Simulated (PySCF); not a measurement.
C3H10N2Si2 (SMILES C=CCN1[SiH2]N[SiH2]1)

The calculation's input:

```
{"job": {"kind": "uv", "xc": "B3LYP", "basis": "def2-SVPD", "nstates": 8, "ntriplets": 3}, "charge": 0, "multiplicity": 1}
C      2.842035     0.135203    -0.391719
C      1.754290     0.535698     0.238639
C      0.536470     1.099567    -0.431334
N     -0.627047     0.303309    -0.157815
Si    -1.737264     0.321076     1.185192
N     -2.292868    -1.162914     0.467546
Si    -1.123210    -1.233565    -0.818096
H      3.683246    -0.292741     0.127625
H      2.941655     0.229833    -1.461155
H      1.660819     0.427109     1.311171
H      0.360497     2.118033    -0.062199
H      0.700022     1.148151    -1.513768
H     -2.667808     1.446221     1.124946
H     -1.157133     0.143717     2.516113
H     -3.051649    -1.771464     0.708186
H     -0.164176    -2.327965    -0.684150
H     -1.664878    -1.107238    -2.169093
```

Command:

```sh
OMP_NUM_THREADS=1 python probes_run.py task.json out
```

Geometry: GFN2-xTB.

The calculation used PySCF, B3LYP/def2-SVPD, SCF density, gas phase.

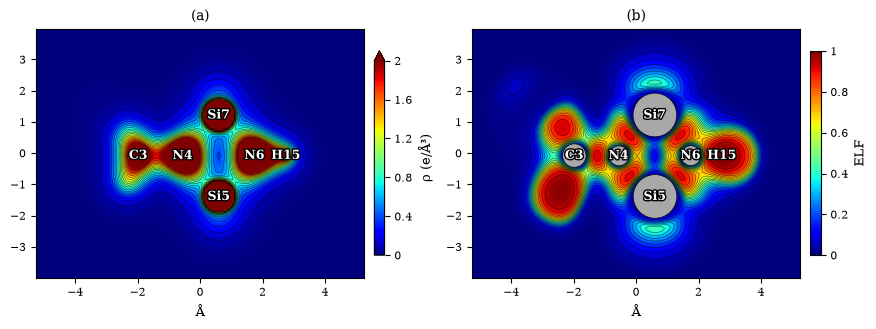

Figure 1. (a) electron density; (b) ELF on the plane of atoms Si5, N6 and H15. Grey discs cover the atomic cores in the ELF map.

### Interpret the plot.

- The plane passes through C, N, Si and H nuclei.
- C–N (1.44 Å): ρ is about 2 e/Å³ halfway; the ELF peaks at about 0.95 between the atoms; localised, covalent bonding.
- Si–N (1.74 Å): the density is about 1 e/Å³ at the midpoint; the ELF peaks at about 0.90 between the atoms, as expected for a polar covalent bond.
- N–H (1.00 Å): the density is about 2.8 e/Å³ at the midpoint; the ELF climbs to about 1 towards the hydrogen, as it does in any bond to H; a covalent bond by its length.

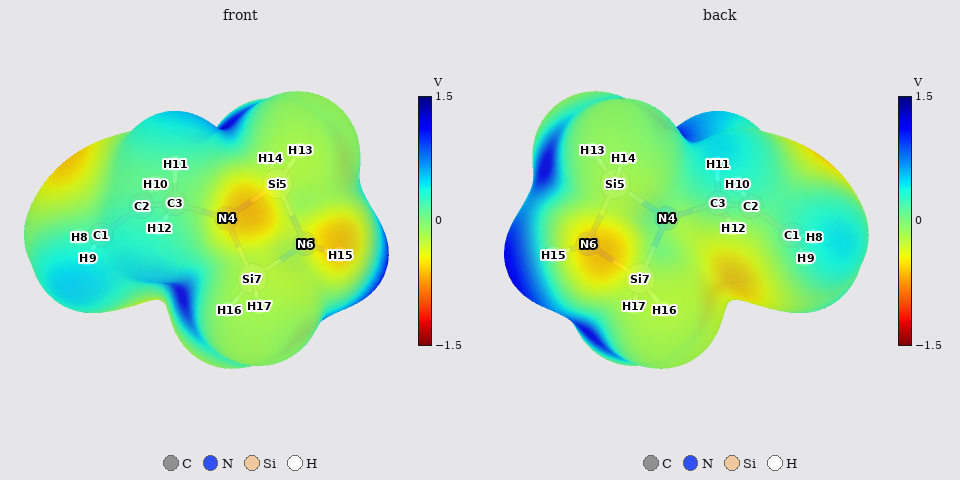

Figure 2. The molecular electrostatic potential painted on the density surface at 0.001 e/bohr³, seen from the front and from behind; red is negative and blue positive.

### Where is the surface potential most negative and most positive?

The most negative region (about −0.6 V) lies over C1, C2, N4 and N6, the most positive (about +1.2 V) over Si5, Si7 and H15.

### What dipole moment does the calculation give?

Its dipole moment is 0.41 D.
